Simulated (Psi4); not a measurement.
# OMP2/cc-pVDZ (density fitting for correlation) run of C2H7BO (SMILES CBOC)

Aim: the vertical ionisation energy of C2H7BO at OMP2/cc-pVDZ (density fitting for correlation), from 2 runs. 

Program for the calculation: Psi4 1.11.

## Step 1: The system as given

C2H7BO: 11 atoms, total charge 0, spin state singlet. SMILES: `CBOC`. The coordinates come from a PBE0-D4/def2-TZVP relaxation. This is one conformer, not always the lowest.

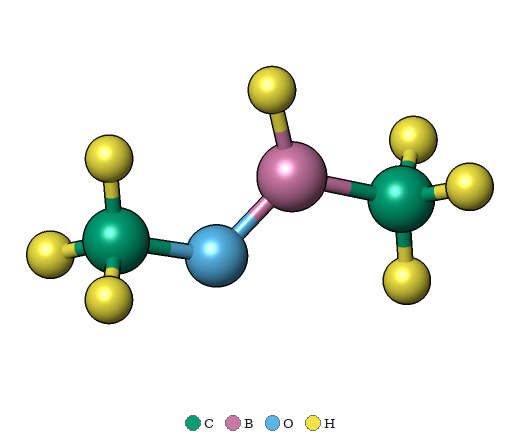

Viewed from a chosen angle; carbon teal, boron pink, oxygen blue, hydrogen yellow.

## Step 2: The energy at OMP2/cc-pVDZ (density fitting for correlation)

Input file input.json:

```json
{
 "schema_name": "qcschema_input",
 "schema_version": 1,
 "molecule": {
  "schema_name": "qcschema_molecule",
  "schema_version": 2,
  "symbols": ["C", "B", "O", "C", "H", "H", "H", "H", "H", "H", "H"],
  "geometry": [-2.46836026, 2.53544554, -0.68918312, -0.82146395, 0.39060639, 0.48584859, 1.18410239, -0.50474585, -0.80351155, 2.74841768, -2.43717978, 0.15854802, -1.82547544, 3.13127619, -2.55604356, -4.44350201, 1.92997729, -0.82694415, -2.48631266, 4.18498748, 0.56294941, -1.28255712, -0.50682455, 2.53374479, 2.73329987, -4.03078582, -1.15292191, 2.10477696, -3.07288365, 2.01709367, 4.68047367, -1.72758762, 0.30934817],
  "molecular_charge": 0,
  "molecular_multiplicity": 1,
  "fix_symmetry": "c1",
  "fix_com": true,
  "fix_orientation": true
 },
 "driver": "energy",
 "model": {
  "method": "omp2",
  "basis": "cc-pVDZ"
 },
 "keywords": {
  "puream": true,
  "e_convergence": 1e-09,
  "d_convergence": 1e-08,
  "scf_type": "pk",
  "num_frozen_docc": 4
 }
}
```

Command:

```
$ psi4 --qcschema input.json -n 1 --memory 1600MB
```

stdout:

```text
[...]
  Running in c1 symmetry.
[...]
  Nuclear repulsion =  114.537292036454971
[...]
  Multiplicity = 1
[...]
  Nalpha       = 16
  Nbeta        = 16
[...]
    Number of basis functions: 91
[...]
   @RHF iter   1:  -179.29804441642901   -8.82960e-01   4.80029e-03 ADIIS/DIIS
[...]
   @RHF iter  11:  -179.41085863271644   -9.23706e-12   7.40024e-09 DIIS
[...]
    Orbital Energies [Eh]
    ---------------------
    Doubly Occupied:
       1A    -20.566252     2A    -11.284991     3A    -11.192118
       4A     -7.612178     5A     -1.377302     6A     -0.958798
       7A     -0.922093     8A     -0.717740     9A     -0.641387
      10A     -0.632500    11A     -0.581077    12A     -0.537646
      13A     -0.517616    14A     -0.502518    15A     -0.464646
      16A     -0.437564
[...]
  @RHF Final Energy:  -179.41085863271644
   => Energetics <=
    Nuclear Repulsion Energy =            114.5372920364549714
    One-Electron Energy =                -470.0034465436780806
    Two-Electron Energy =                 176.0552958745066690
    Total Energy =                       -179.4108586327164403
[...]
 Multipole Moments:
 ------------------------------------------------------------------------------------
     Multipole            Electronic (a.u.)      Nuclear  (a.u.)        Total (a.u.)
 ------------------------------------------------------------------------------------
 L = 1.  Multiply by 2.5417464519 to convert [e a0] to [Debye]
 Dipole X            :         -6.3085825            6.5265472            0.2179647
 Dipole Y            :          1.2523646           -1.5871810           -0.3348164
 Dipole Z            :          6.5368703           -6.2954336            0.2414367
 Magnitude           :                                                    0.4668000
[...]
	Warning: cc_lambda option is changed to TRUE
	For this residual convergence, default PCG convergence is:     1.00e-07
[...]
	DF-MP2 Total Energy (a.u.)         :  -179.97007104392532
[...]
	DF-MP2 Total Energy (a.u.)         :  -179.97663497920837
[...]
	DF-OMP2 Total Energy (a.u.)        :  -179.97663497921445
[...]
```

The result, in JSON:

```text
{
 "driver": "energy",
 "model": {
  "method": "omp2",
  "basis": "cc-pVDZ"
 },
 "success": true,
 "return_result": -179.97663497921445,
 "properties": {
  "calcinfo_nbasis": 91,
  "calcinfo_nmo": 91,
  "calcinfo_nalpha": 16,
  "calcinfo_nbeta": 16,
  "calcinfo_natom": 11,
  "nuclear_repulsion_energy": 114.53729203645497,
  "return_energy": -179.97663497921445,
  "scf_one_electron_energy": -470.0034465436781,
  "scf_two_electron_energy": 176.05529587450667,
  "scf_dipole_moment": [0.21796470934384704, -0.33481636333728293, 0.2414366586335417],
  "scf_total_energy": -179.41085863271644,
  "scf_iterations": 11,
  "mp2_singles_energy": 0.0,
  "mp2_doubles_energy": -0.5592124112088724,
  "mp2_correlation_energy": -0.5592124112088754,
  "mp2_total_energy": -179.97007104392532
 }
}
```

Wall time 16 s (1 thread of Intel Xeon Platinum 8559C (Emerald Rapids), shared host); peak memory 0.33 GiB.

## Step 3: The doublet cation, same level

Input file job.py:

```python
import psi4

psi4.set_memory(1600000000)
psi4.set_num_threads(1)
psi4.core.set_output_file('output.dat', False)

molecule = psi4.geometry("""
1 2
C     -1.306200     1.341700    -0.364700
B     -0.434700     0.206700     0.257100
O      0.626600    -0.267100    -0.425200
C      1.454400    -1.289700     0.083900
H     -0.966000     1.657000    -1.352600
H     -2.351400     1.021300    -0.437600
H     -1.315700     2.214600     0.297900
H     -0.678700    -0.268200     1.340800
H      1.446400    -2.133000    -0.610100
H      1.113800    -1.626100     1.067400
H      2.476800    -0.914200     0.163700
units angstrom
symmetry c1
""")

options = {'reference': 'uhf', 'puream': True, 'e_convergence': 1e-09, 'd_convergence': 1e-08, 'scf_type': 'pk', 'num_frozen_docc': 4, 'maxiter': 100}
psi4.set_options(options)

result = psi4.energy("omp2/cc-pVDZ")
print(f'total energy {result:.8f} hartree = {result * 27.211386:.5f} eV')
```

Command:

```
$ python job.py
```

output.dat:

```text
[...]
  Running in c1 symmetry.
[...]
  Nuclear repulsion =  114.537292039722075
[...]
  Multiplicity = 2
[...]
  Nalpha       = 16
  Nbeta        = 15
[...]
    Number of basis functions: 91
[...]
   @UHF iter   1:  -178.91325187342687   -4.98167e-01   4.17879e-03 DIIS/ADIIS
[...]
   @UHF iter  27:  -179.02111952660979   -3.08944e-11   7.30300e-09 DIIS
[...]
   @S^2 Observed:                7.793850729E-01
[...]
    Orbital Energies [Eh]
    ---------------------
    Alpha Occupied:
       1A    -20.877142     2A    -11.493991     3A    -11.464646
       4A     -7.916822     5A     -1.675019     6A     -1.223493
       7A     -1.162832     8A     -1.002417     9A     -0.914014
      10A     -0.881460    11A     -0.873519    12A     -0.779101
      13A     -0.773354    14A     -0.760526    15A     -0.743203
      16A     -0.707107
    Alpha Virtual:
      17A     -0.091920    18A      0.017169    19A      0.021687
      20A      0.049571    21A      0.068406    22A      0.069518
      23A      0.092071    24A      0.101970    25A      0.109388
[...]
  @UHF Final Energy:  -179.02111952660979
   => Energetics <=
    Nuclear Repulsion Energy =            114.5372920397220753
    One-Electron Energy =                -461.8448029112211088
    Two-Electron Energy =                 168.2863913448892674
    Total Energy =                       -179.0211195266097945
  UHF NO Occupations:
  HONO-2 :   14  A 1.9939528
  HONO-1 :   15  A 1.9928034
[...]
 Multipole Moments:
 ------------------------------------------------------------------------------------
     Multipole            Electronic (a.u.)      Nuclear  (a.u.)        Total (a.u.)
 ------------------------------------------------------------------------------------
 L = 1.  Multiply by 2.5417464519 to convert [e a0] to [Debye]
 Dipole X            :         -0.0878844           -0.4915270           -0.5794114
 Dipole Y            :          0.1603440           -0.1065177            0.0538263
 Dipole Z            :         -0.1534161            0.8568474            0.7034313
 Magnitude           :                                                    0.9129241
[...]
	Warning: cc_lambda option is changed to TRUE
	For this residual convergence, default PCG convergence is:     1.00e-07
[...]
	DF-SCS-MP2 Total Energy (a.u.)     :  -179.57012484933750
	DF-SOS-MP2 Total Energy (a.u.)     :  -179.56790507298965
[...]
	DF-SCS-OMP2 Total Energy (a.u.)    :  -179.57985543341351
	DF-SOS-OMP2 Total Energy (a.u.)    :  -179.53288242377673
	DF-SCS(N)-OMP2 Total Energy (a.u.) :  -179.25609442608288
[...]
	DF-OMP2 Total Energy (a.u.)        :  -179.58633387135171
[...]
```

The script printed:

```text
total energy -179.58633387 hartree = -4886.79305 eV
```

Wall time 39 s (1 thread of Intel Xeon Platinum 8559C (Emerald Rapids), shared host); peak memory 0.33 GiB.

## Step 4: What came out

At OMP2/cc-pVDZ (density fitting for correlation), 4 core orbitals frozen:

```
                                                                  quantity          value
                                              singlet C2H7BO: total energy  -179.97663 Eh
                       singlet C2H7BO: HOMO energy (Hartree–Fock orbitals)      -11.91 eV
                       singlet C2H7BO: LUMO energy (Hartree–Fock orbitals)        4.23 eV
                     singlet C2H7BO: HOMO–LUMO gap (Hartree–Fock orbitals)       16.13 eV
               singlet C2H7BO: correlation energy (4 core orbitals frozen)     -565.8 mEh
                                              doublet cation: total energy  -179.58633 Eh
doublet cation: HOMO energy (Hartree–Fock orbitals) (highest over α and β)      -18.37 eV
 doublet cation: LUMO energy (Hartree–Fock orbitals) (lowest over α and β)       -9.30 eV
               doublet cation: correlation energy (4 core orbitals frozen)     -565.2 mEh
                         doublet cation: ⟨S²⟩ of the reference determinant          0.779
                        vertical ionisation energy (to the doublet cation)      10.621 eV
```

In words: Removing an electron at fixed nuclei costs 10.62 eV (1025 kJ/mol).
